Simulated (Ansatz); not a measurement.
## C2H8N2Si: nudged elastic band (part 2 of 2)

C2H8N2Si, SMILES N=CC(N)[SiH3]; RKS CAM-B3LYP/def2-SVP (Ansatz 0.2.0). It belongs to a series of runs on one base structure; here: band between the two ends.

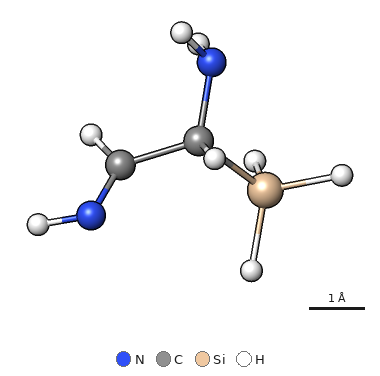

The input geometry (ball-and-stick view, seen at a tilt).

The last band as extended XYZ, continued
```
13
Properties=species:S:1:pos:R:3:forces:R:3 image=4 energy=-13052.03035
N    -2.2303    0.3126   -0.0768    0.0045  -0.0146  -0.0315
C    -1.0995    0.8616   -0.2194   -0.0008   0.0090   0.0204
C     0.1493    0.3013    0.4160   -0.0020  -0.0145   0.0031
N     1.3149    1.1299    0.1086    0.0077   0.0136  -0.0003
Si    0.4095   -1.5371   -0.0324   -0.0024   0.0034   0.0095
H    -2.9577    0.8437   -0.5622    0.0012  -0.0103  -0.0169
H    -0.9185    1.7845   -0.8037   -0.0025   0.0243   0.0177
H    -0.0250    0.3285    1.5049   -0.0021   0.0099   0.0000
H     1.9635    1.1820    0.8879    0.0173  -0.0351   0.0035
H     1.8363    0.7939   -0.6988   -0.0192   0.0128  -0.0229
H     0.7752   -1.5928   -1.4789   -0.0089   0.0005   0.0028
H    -0.7717   -2.3990    0.2200    0.0026  -0.0035   0.0136
H     1.5745   -2.0438    0.7496    0.0045   0.0045   0.0012
13
Properties=species:S:1:pos:R:3:forces:R:3 image=5 energy=-13052.09018
N    -2.1278    0.1934   -0.3789    0.0130  -0.0114  -0.0370
C    -1.0946    0.8902   -0.1623    0.0053   0.0037   0.0050
C     0.1484    0.3007    0.4500    0.0011   0.0053   0.0039
N     1.3106    1.1393    0.1545    0.0014  -0.0012   0.0007
Si    0.3889   -1.5347   -0.0253   -0.0060  -0.0042   0.0039
H    -2.8866    0.7651   -0.7586    0.0100  -0.0108  -0.0299
H    -1.0082    1.9701   -0.3908   -0.0121   0.0242   0.0494
H    -0.0153    0.3375    1.5422    0.0018   0.0067   0.0035
H     2.0511    1.0078    0.8382    0.0122  -0.0224  -0.0104
H     1.7074    0.9291   -0.7601   -0.0164   0.0137  -0.0111
H     0.6533   -1.5847   -1.4923   -0.0196  -0.0049   0.0035
H    -0.7296   -2.4442    0.3250    0.0038  -0.0042   0.0227
H     1.6230   -2.0043    0.6730    0.0054   0.0056  -0.0042
13
Properties=species:S:1:pos:R:3:forces:R:3 image=6 energy=-13052.13015
N    -1.9596    0.1754   -0.6518    0.0006  -0.0003   0.0000
C    -1.0848    0.9024   -0.0977   -0.0051   0.0017  -0.0032
C     0.1639    0.3044    0.4855    0.0035   0.0006   0.0042
N     1.3112    1.1528    0.1568   -0.0012  -0.0024  -0.0006
Si    0.3519   -1.5355   -0.0018    0.0002   0.0013   0.0017
H    -2.7574    0.7262   -0.9798   -0.0010   0.0003  -0.0005
H    -1.1548    2.0037   -0.0096    0.0025  -0.0017   0.0014
H     0.0357    0.3477    1.5836    0.0008  -0.0013  -0.0012
H     2.1224    0.9135    0.7220   -0.0003   0.0006   0.0007
H     1.5851    1.0381   -0.8182    0.0005   0.0011  -0.0014
H     0.4766   -1.6499   -1.4801    0.0001  -0.0006  -0.0005
H    -0.7184   -2.4285    0.5124    0.0002   0.0003  -0.0004
H     1.6486   -1.9849    0.5934   -0.0009   0.0004  -0.0002
```

The run was set up as follows.

Input
```yaml
crystal:
  periodic: [false, false, false]
  atoms:
    - { symbol: "N", position_ang: [-2.166113, 0.769101, 0.315126] }
    - { symbol: C, position_ang: [-1.015397, 0.773369, -0.211921] }
    - { symbol: C, position_ang: [0.185684, 0.165967, 0.458049] }
    - { symbol: "N", position_ang: [1.434997, 0.892931, 0.270738] }
    - { symbol: Si, position_ang: [0.486478, -1.639623, -0.073856] }
    - { symbol: H, position_ang: [-2.853388, 1.20807, -0.304091] }
    - { symbol: H, position_ang: [-0.805904, 1.21308, -1.210476] }
    - { symbol: H, position_ang: [-0.046408, 0.107821, 1.534862] }
    - { symbol: H, position_ang: [1.375645, 1.844185, 0.629904] }
    - { symbol: H, position_ang: [1.692597, 0.954094, -0.71296] }
    - { symbol: H, position_ang: [1.002321, -1.64076, -1.47484] }
    - { symbol: H, position_ang: [-0.7738, -2.428455, -0.023339] }
    - { symbol: H, position_ang: [1.503789, -2.254581, 0.817504] }
basis:
  gaussian: { orbitals: def2-SVP }
hamiltonian:
  xc: cam_b3lyp
neb:
  order_check: false
  images: 5
  f_tol: 0.05
  max_iterations: 60
  final_atoms:
    - { symbol: "N", position_ang: [-1.9595571, 0.17539867, -0.65180392] }
    - { symbol: C, position_ang: [-1.08483691, 0.90240381, -0.0977349] }
    - { symbol: C, position_ang: [0.16394277, 0.30435893, 0.48553397] }
    - { symbol: "N", position_ang: [1.31124902, 1.15282787, 0.15679017] }
    - { symbol: Si, position_ang: [0.35190372, -1.53554671, -0.00182319] }
    - { symbol: H, position_ang: [-2.75742463, 0.7261813, -0.97976317] }
    - { symbol: H, position_ang: [-1.15478678, 2.00366373, -0.00961543] }
    - { symbol: H, position_ang: [0.03567433, 0.3477249, 1.58357713] }
    - { symbol: H, position_ang: [2.12239222, 0.91345226, 0.72202796] }
    - { symbol: H, position_ang: [1.5850818, 1.03807093, -0.81823465] }
    - { symbol: H, position_ang: [0.47662688, -1.64994284, -1.48010787] }
    - { symbol: H, position_ang: [-0.71836282, -2.42852326, 0.51241195] }
    - { symbol: H, position_ang: [1.6485985, -1.98487061, 0.59344195] }
  initial_path:
    images:
      - { positions_ang: [[-2.166113, 0.769101, 0.315126], [-1.015397, 0.773369, -0.211921], [0.185684, 0.165967, 0.458049], [1.434997, 0.892931, 0.270738], [0.486478, -1.639623, -0.073856], [-2.853388, 1.20807, -0.304091], [-0.805904, 1.21308, -1.210476], [-0.046408, 0.107821, 1.534862], [1.375645, 1.844185, 0.629904], [1.692597, 0.954094, -0.71296], [1.002321, -1.64076, -1.47484], [-0.7738, -2.428455, -0.023339], [1.503789, -2.254581, 0.817504]] }
      - { positions_ang: [[-2.06609419, 0.98702483, 0.31017758], [-1.05399335, 0.719465, -0.23571538], [0.14620942, 0.13781378, 0.44560485], [1.37721414, 0.95629721, 0.25898559], [0.52676906, -1.64067673, -0.09269665], [-2.79209797, 1.38953062, -0.3221351], [-0.96134447, 0.91572594, -1.25024968], [-0.06014724, 0.09453444, 1.52210084], [1.3457394, 1.78169351, 0.80020506], [1.68556899, 0.94639527, -0.68948613], [0.98089284, -1.63257999, -1.49688004], [-0.68479714, -2.47713112, 0.00817475], [1.57658151, -2.21289376, 0.75661432]] }
      - { positions_ang: [[-1.96607537, 1.20494867, 0.30522915], [-1.0925897, 0.665561, -0.25950976], [0.10673485, 0.10966056, 0.43316071], [1.31943127, 1.01966343, 0.24723318], [0.56706012, -1.64173046, -0.11153731], [-2.73080795, 1.57099123, -0.3401792], [-1.11678493, 0.61837188, -1.29002336], [-0.07388649, 0.08124789, 1.50933968], [1.3158338, 1.71920202, 0.97050612], [1.67854098, 0.93869654, -0.66601227], [0.95946468, -1.62439999, -1.51892008], [-0.59579428, -2.52580723, 0.0396885], [1.64937402, -2.17120653, 0.69572463]] }
      - { positions_ang: [[-1.86605656, 1.4228725, 0.30028073], [-1.13118605, 0.61165701, -0.28330413], [0.06726027, 0.08150734, 0.42071656], [1.26164841, 1.08302964, 0.23548078], [0.60735118, -1.64278419, -0.13037796], [-2.66951792, 1.75245185, -0.35822329], [-1.2722254, 0.32101781, -1.32979704], [-0.08762573, 0.06796133, 1.49657852], [1.28592819, 1.65671052, 1.14080717], [1.67151297, 0.93099782, -0.6425384], [0.93803652, -1.61621998, -1.54096012], [-0.50679141, -2.57448335, 0.07120224], [1.72216653, -2.12951929, 0.63483495]] }
      - { positions_ang: [[-1.89722341, 1.00704789, -0.01708082], [-1.11573634, 0.70857261, -0.22144772], [0.09948777, 0.1557912, 0.44232237], [1.27818195, 1.10629572, 0.20925057], [0.52220202, -1.60703837, -0.08752637], [-2.69882016, 1.41036167, -0.56540325], [-1.23307919, 0.88189979, -0.8897365], [-0.04652571, 0.16121586, 1.52557805], [1.56474953, 1.40895777, 1.0012141], [1.64270258, 0.96668886, -0.70110382], [0.78423331, -1.62746093, -1.52067604], [-0.57731521, -2.52582999, 0.21827215], [1.69764386, -2.08130307, 0.62103728]] }
      - { positions_ang: [[-1.92839026, 0.59122328, -0.33444237], [-1.10028662, 0.80548821, -0.15959131], [0.13171527, 0.23007507, 0.46392817], [1.29471549, 1.12956179, 0.18302037], [0.43705287, -1.57129254, -0.04467478], [-2.72812239, 1.06827148, -0.77258321], [-1.19393298, 1.44278176, -0.44967597], [-0.00542569, 0.25447038, 1.55457759], [1.84357087, 1.16120501, 0.86162103], [1.61389219, 1.00237989, -0.75966923], [0.63043009, -1.63870189, -1.50039195], [-0.64783902, -2.47717662, 0.36534205], [1.67312118, -2.03308684, 0.60723961]] }
      - { positions_ang: [[-1.9595571, 0.17539867, -0.65180392], [-1.08483691, 0.90240381, -0.0977349], [0.16394277, 0.30435893, 0.48553397], [1.31124902, 1.15282787, 0.15679017], [0.35190372, -1.53554671, -0.00182319], [-2.75742463, 0.7261813, -0.97976317], [-1.15478678, 2.00366373, -0.00961543], [0.03567433, 0.3477249, 1.58357713], [2.12239222, 0.91345226, 0.72202796], [1.5850818, 1.03807093, -0.81823465], [0.47662688, -1.64994284, -1.48010787], [-0.71836282, -2.42852326, 0.51241195], [1.6485985, -1.98487061, 0.59344195]] }
```

Launched with:
```bash
ansatz run input.yaml --threads 2 --pin off --max-ram 3072MiB --backend cpu --events-out ev --progress --plain --runs-dir out
```

Summary

| quantity | value |
| --- | --- |
| outcome | converged |
| barrier, forward | 0.144 eV |
| barrier, backward | 0.207 eV |
| hardware | 2 threads of Arm Neoverse V2, 24 GiB of memory available, shared host |
| wall time | 6.1 min (CPU time 12 min) |
| peak memory | 0.32 GiB |

Remarks

The order of the saddle point was not checked.
